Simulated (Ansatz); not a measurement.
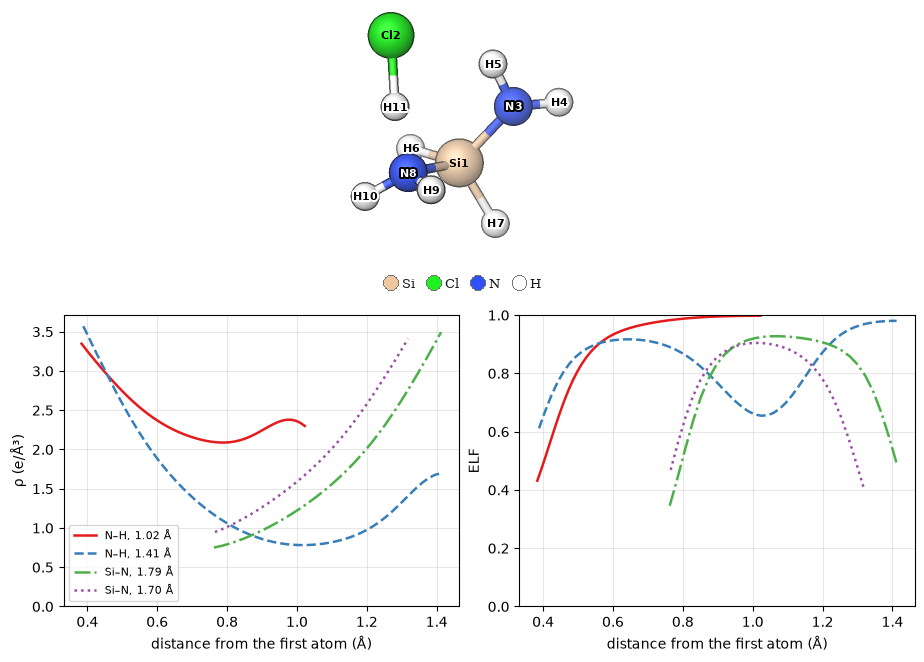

Figure 1: H6N2Si···HCl. Total electron density and electron localisation function along straight lines between neighbouring atoms. The curves leave out the atomic cores. The structure is drawn too.

These are results of Ansatz, RKS LDA/def2-SVP, not measurements.

Input file:

```
crystal:
  periodic: [false, false, false]
  atoms:
    - { symbol: Si, position_ang: [-0.450585, 0.179149, -0.536587] }
    - { symbol: Cl, position_ang: [0.706953, 1.31564, 2.381775] }
    - { symbol: "N", position_ang: [0.960397, -0.662046, -0.05595] }
    - { symbol: H, position_ang: [1.534341, -1.135063, -0.748491] }
    - { symbol: H, position_ang: [1.464379, -0.361673, 0.787407] }
    - { symbol: H, position_ang: [-0.532338, 1.682017, -0.519709] }
    - { symbol: H, position_ang: [-0.67646, -0.281128, -1.962408] }
    - { symbol: "N", position_ang: [-1.738465, -0.287086, 0.616134] }
    - { symbol: H, position_ang: [-1.921175, -1.290008, 0.735383] }
    - { symbol: H, position_ang: [-2.613143, 0.251195, 0.598581] }
    - { symbol: H, position_ang: [-0.412904, 0.589003, 2.193866] }
basis:
  gaussian: { orbitals: def2-SVP }
hamiltonian:
  xc: lda
relax:
  f_tol: 0.03
  max_steps: 50
output:
  orbitals: {}
```

Command:

```sh
ansatz run input.yaml --threads 2 --pin off --max-ram 3072MiB --backend cpu --events-out ev --progress --plain --runs-dir out
```

The fields are those of the run's last geometry, not of the input's.

### Compare the contacts.

N–H (1.02 Å): ρ at the midpoint is about 2.7 e/Å³; the ELF climbs to about 1 towards the hydrogen, as it does in any bond to H; an ordinary covalent bond to hydrogen.
N8···H11 (1.41 Å): the density falls to about 0.78 e/Å³ on the way; the ELF climbs to about 0.95 towards the hydrogen.
Si–N (1.79 Å): the density is about 0.96 e/Å³ at the midpoint; the ELF peaks at about 0.95 between the atoms, as expected for a polar covalent bond.
Si–N (1.70 Å): ρ is about 1.1 e/Å³ halfway; the ELF peaks at about 0.90 between the atoms, as expected for a shared but strongly polarised pair.
